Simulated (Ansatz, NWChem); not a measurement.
## Exact exchange and the vertical ionisation energy of CClF3

The species is CClF3 (5 atoms), meant as a singlet with charge 0. As SMILES, `FC(F)(F)Cl`. The shape is that of a PBE0-D4/def2-TZVP optimisation.

The vertical ionisation energy (to the doublet cation) y, in eV, basis def2-SVPD; a is the functional's share of exact exchange. Programs: Ansatz 0.2.0, NWChem 7.3.0.

| functional | program | a | y (eV) |
| --- | --- | --- | --- |
| PBE | Ansatz | 0 | 12.65 |
| revPBE | Ansatz | 0 | 12.58 |
| B3LYP | Ansatz | 0.2 | ? |
| PBE0 | NWChem | 0.25 | 13.02 |
| BHLYP | Ansatz | 0.5 | 13.10 |

Q: Fit y = c + s·a to the known rows and predict B3LYP.

A: 
1. Means of the 4 rows: a = 0.1875, y = 12.838.
2. Σ(Δa)² = 0.17188, Σ(Δa·Δy) = 0.17687, so the slope is 0.17687/0.17188 = 1.029.
3. Intercept: 12.838 − (1.029) × 0.1875 = 12.645. The largest residual of the fit is 0.12.
4. B3LYP: 12.645 + (1.029) × 0.2 = 12.85 eV.

The run gave 13.03 eV, so the prediction is off by -0.18 eV, about the scatter of the fit.

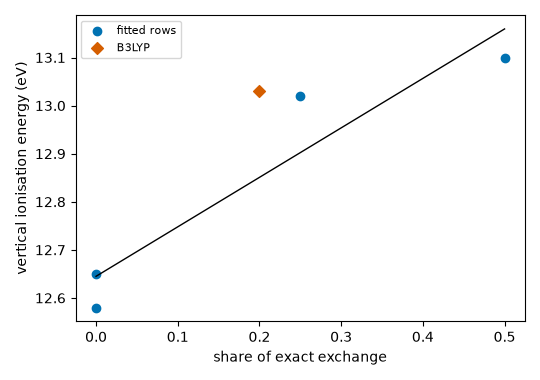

The fitted line, with the withheld row.
